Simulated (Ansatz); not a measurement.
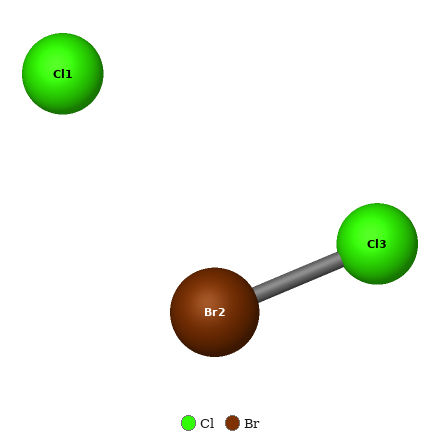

The system is Cl⁻ + BrCl; the picture shows the reference structure. The first coordinate is: distance Cl1–Br2; the second: distance Br2–Cl3. Nothing is relaxed (the angle Cl1–Br2–Cl3 is fixed at 100 degrees). Grid: 11 × 11 points; 66 points were computed and 55 follow by symmetry. All energies are given in kJ/mol relative to Cl with charge -1 far from the relaxed BrCl (each part in its own basis). Energies and slopes of some neighbouring points disagree (a jump in structure or state, or too coarse a mesh). The reference is spin-restricted, so regions where a bond is pulled apart into radicals lie too high. The calculation used RKS CAM-B3LYP-D4/def2-TZVPD in Ansatz 0.2.0.

Its coordinates:

```json
{"atom": "Cl", "x (Å)": "-3.3760", "y (Å)": "0.0000", "z (Å)": "0.0000"}
{"atom": "Br", "x (Å)": "0.0000", "y (Å)": "0.0000", "z (Å)": "0.0000"}
{"atom": "Cl", "x (Å)": "0.3664", "y (Å)": "2.0779", "z (Å)": "0.0000"}
```

The input of one point:

```yaml
crystal:
  periodic: [false, false, false]
  atoms:
    - { symbol: Cl, position_ang: [-3.376, 0.0, 0.0] }
    - { symbol: Br, position_ang: [0.0, 0.0, 0.0] }
    - { symbol: Cl, position_ang: [0.366398, 2.077944, 0.0] }
total_charge: -1
basis:
  gaussian: { orbitals: def2-TZVPD }
hamiltonian:
  xc: { name: CAM-B3LYP }
  dispersion: d4
output:
  forces: true
```

Range: distance Cl1–Br2 from 1.776 to 3.376 Å; distance Br2–Cl3 from 1.776 to 3.376 Å.

### What landscape does the calculation give?

The lowest grid point is at distance Cl1–Br2 = 2.110 Å, distance Br2–Cl3 = 3.376 Å, −10 kJ/mol from Cl with charge -1 far from the relaxed BrCl (each part in its own basis). It lies in a valley that leaves the map towards separated partners. The highest grid point, distance Cl1–Br2 = 1.776 Å, distance Br2–Cl3 = 1.776 Å, lies 1202 kJ/mol above the lowest.

```csv
"distance Br2–Cl3 ↓, distance Cl1–Br2 →",1.776,1.856,1.973,2.110,2.262,2.426,2.600,2.782,2.973,3.171,3.376
3.376,206,105,23,−10,−3,26,62,97,129,156,176
3.171,212,111,29,−4,1,28,61,92,119,140,156
2.973,225,124,42,8,12,35,63,86,105,119,129
2.782,250,150,67,32,34,50,67,79,86,92,97
2.600,294,194,111,74,70,74,72,67,63,61,62
2.426,366,265,182,142,125,102,74,50,35,28,26
2.262,474,373,289,240,188,125,70,34,12,1,−3
2.110,625,524,437,352,240,142,74,32,8,−4,−10
1.973,816,715,600,437,289,182,111,67,42,29,23
1.856,1031,916,715,524,373,265,194,150,124,111,105
1.776,1192,1031,816,625,474,366,294,250,225,212,206
```

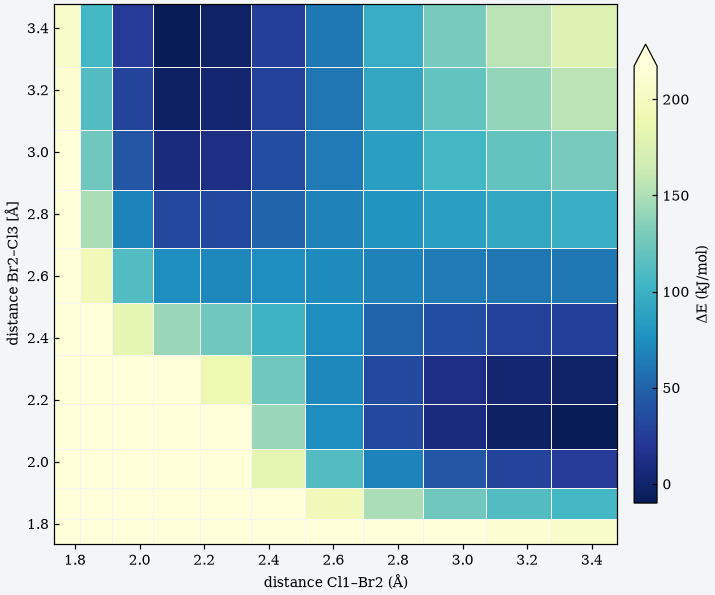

The picture shows one coloured cell a grid point, one colour for all values above the top of the scale.

Each point was launched as `ansatz run input.yaml --threads 1 --pin off --max-ram 2560MiB --backend cpu --events-out ev --progress --plain --runs-dir out`. Time for the 66 points that were run: 12 min on 1 thread of Arm Neoverse V2, with other jobs on the host.
